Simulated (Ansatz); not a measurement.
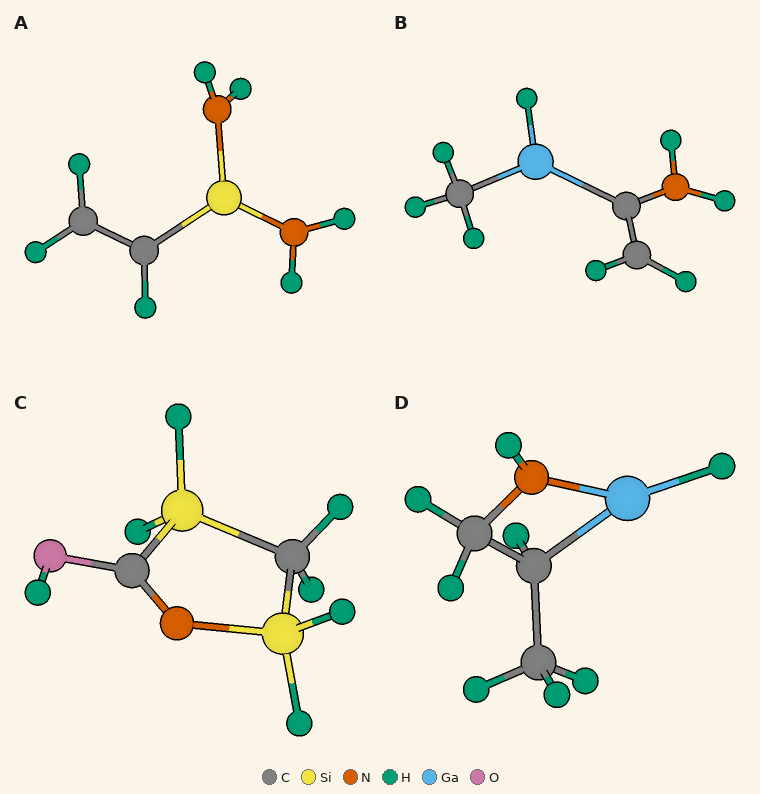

```sh
ansatz run in.yaml --threads 2 --pin off --events-out ev --progress --plain --max-ram 32768MiB --backend cuda --devices 0, --max-vram 18GiB
```

```yaml
crystal:
  periodic: [false, false, false]
  atoms:
    - {symbol: C, position_ang: [-1.717102, 0.209311, 0.037151]}
    - {symbol: C, position_ang: [-0.322455, -0.099414, 0.544283]}
    - {symbol: C, position_ang: [0.582638, -0.898660, -0.423913]}
    - {symbol: N, position_ang: [1.781167, -0.068706, -0.497011]}
    - {symbol: Ga, position_ang: [1.137987, 1.272833, 0.569195]}
    - {symbol: H, position_ang: [-1.692293, 0.727504, -0.926144]}
    - {symbol: H, position_ang: [-2.306075, -0.704880, -0.103727]}
    - {symbol: H, position_ang: [-2.267999, 0.843377, 0.736225]}
    - {symbol: H, position_ang: [-0.383518, -0.605757, 1.512489]}
    - {symbol: H, position_ang: [0.087874, -1.012296, -1.399563]}
    - {symbol: H, position_ang: [0.791533, -1.910404, -0.047869]}
    - {symbol: H, position_ang: [2.566709, -0.377599, -1.046095]}
    - {symbol: H, position_ang: [1.741526, 2.624689, 1.044979]}
basis:
  gaussian: {orbitals: def2-TZVPP}
hamiltonian: {xc: {name: B3LYP}, dispersion: d4}
output: {forces: true, orbitals: {seedname: orbitals}}
```

Which panel shows the molecule in this file?

Answer. D. The file holds C3H8GaN, `C[C@H]1C[NH][GaH]1`.
